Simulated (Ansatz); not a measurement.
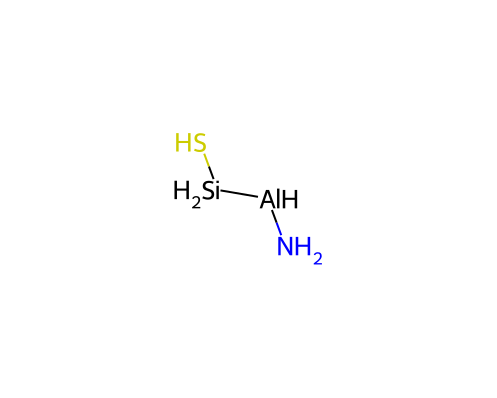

> Give its SMILES.

[NH2][AlH][SiH2]S

> Give the formula, hydrogens included.

AlH6NSSi.

> An optimisation with PBE0-D4/def2-TZVP gave a structure of which point group?

C1. Other conformers may differ.

More results for the same structure follow; atom numbers are the same in all pictures, views and colours differ. The computed structure is the end point of a PBE0-D4/def2-TZVP optimisation.

Geometry

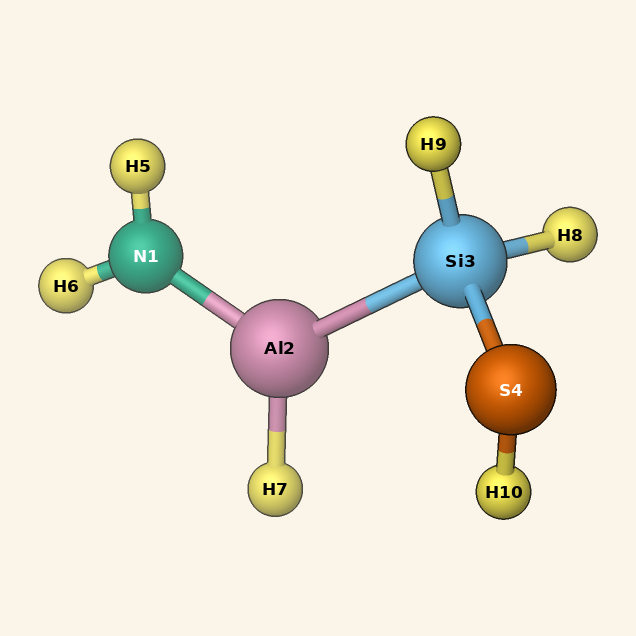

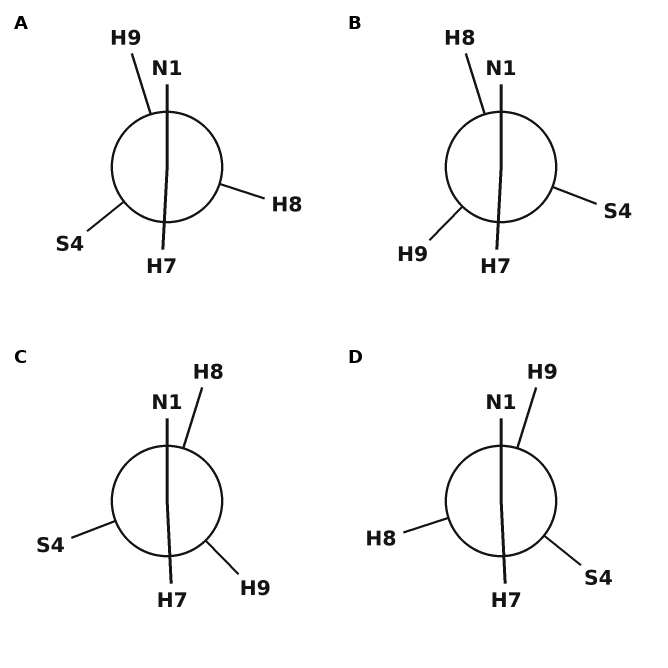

Atoms fade into the background with distance from the viewer. Bonds that would overlap in a projection are set slightly apart.

> Which Newman projection shows the view along Al2–Si3, with Al2 in front?

D. The torsion angle N1–Al2–Si3–S4 is 129°, anticlinal.

Vibrations

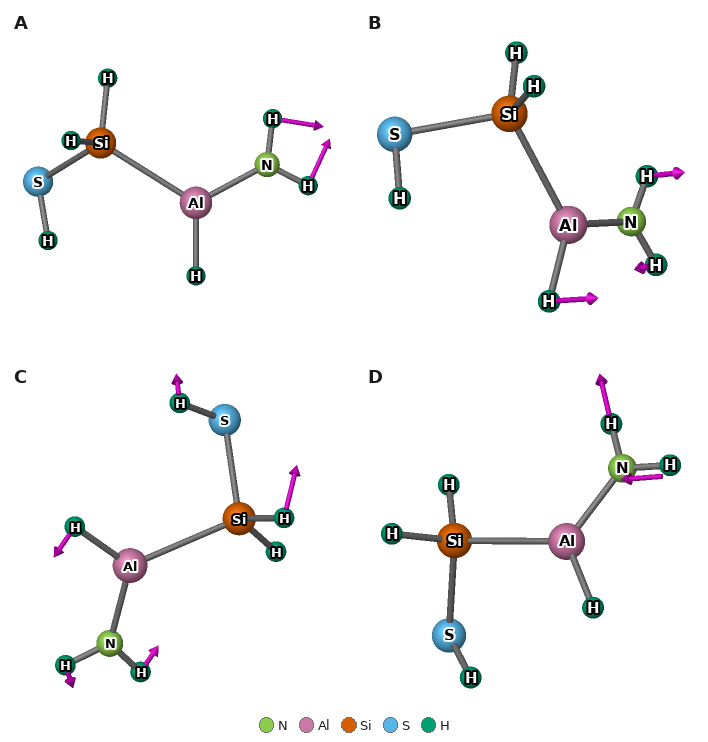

4 normal modes of one molecule or complex, as arrows. Harmonic vibrations computed with RKS PBE0-D4/def2-TZVP (Ansatz 0.2.0) at a stationary point of the same level.

> Match the panels to the wavenumbers 525 cm⁻¹, 748 cm⁻¹, 1568 cm⁻¹, 3694 cm⁻¹.

A: 1568 cm⁻¹, angle bending
B: 525 cm⁻¹, a torsion or out-of-plane motion in which bond lengths and bond angles hardly change
C: 748 cm⁻¹, angle bending
D: 3694 cm⁻¹, out-of-phase stretching of 2 N–H bonds

Dipole moment

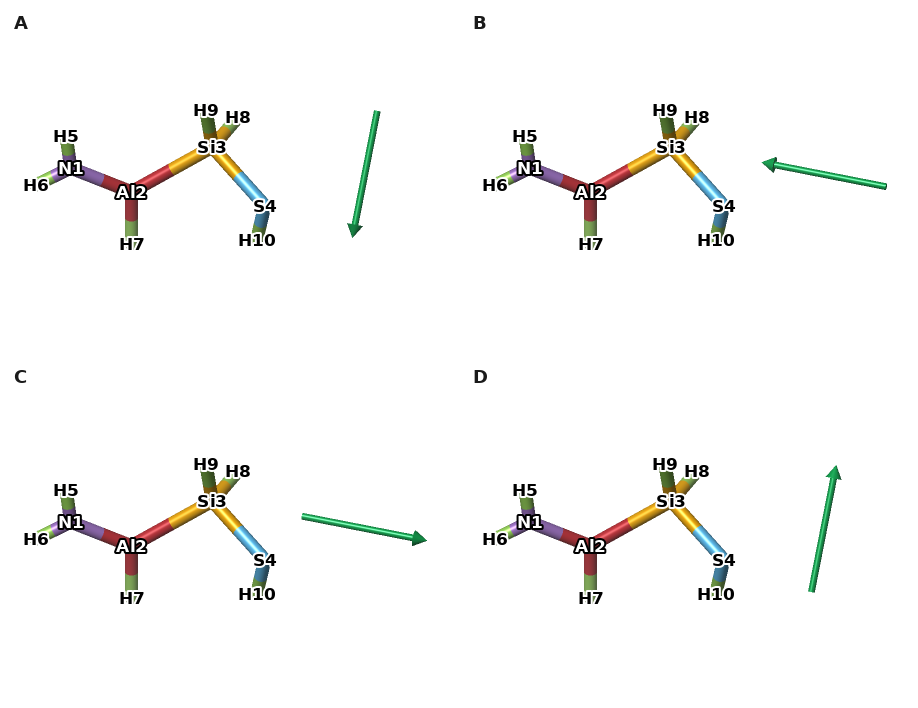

The same molecule four times, each with an arrow. Properties computed with RKS PBE-D4/def2-TZVPP (Ansatz 0.2.0).

> Which arrow points along the dipole moment, from the negative to the positive end?

B. The dipole moment is 2.33 D; it points from the side of S4 to the side of H6 (the outermost atoms at the two ends).

Charges

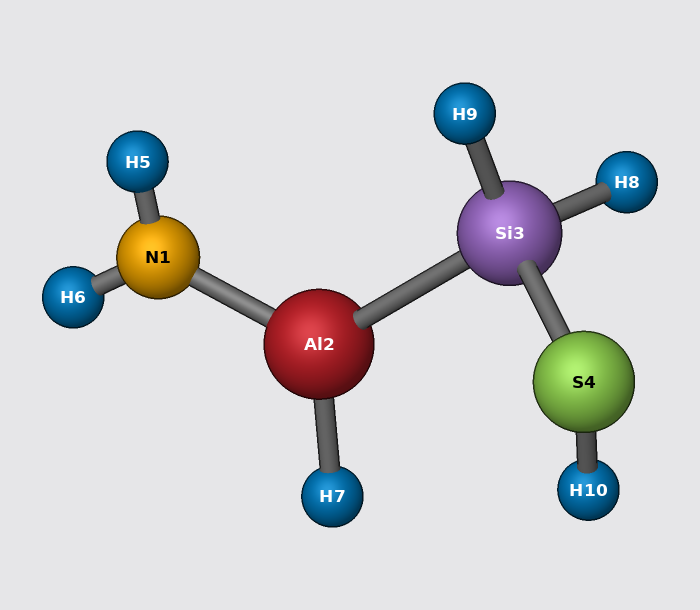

The questions are on Mulliken charges. Properties computed with RKS r2SCAN-D4/def2-TZVPP (Ansatz 0.2.0).

> Which atom carries the highest charge (most positive or least negative)?

Al2 (0.50 e).

> And the lowest?

N1 (−0.47 e).

Give the Mulliken charges atom by atom.

```json
{"atom": "N1", "value (e)": "−0.47"}
{"atom": "Al2", "value (e)": "0.50"}
{"atom": "Si3", "value (e)": "0.14"}
{"atom": "S4", "value (e)": "−0.28"}
{"atom": "H5", "value (e)": "0.15"}
{"atom": "H6", "value (e)": "0.15"}
{"atom": "H7", "value (e)": "−0.16"}
{"atom": "H8", "value (e)": "−0.08"}
{"atom": "H9", "value (e)": "−0.07"}
{"atom": "H10", "value (e)": "0.11"}
```

Mulliken values depend strongly on the basis set and can even reverse the polarity of a bond.
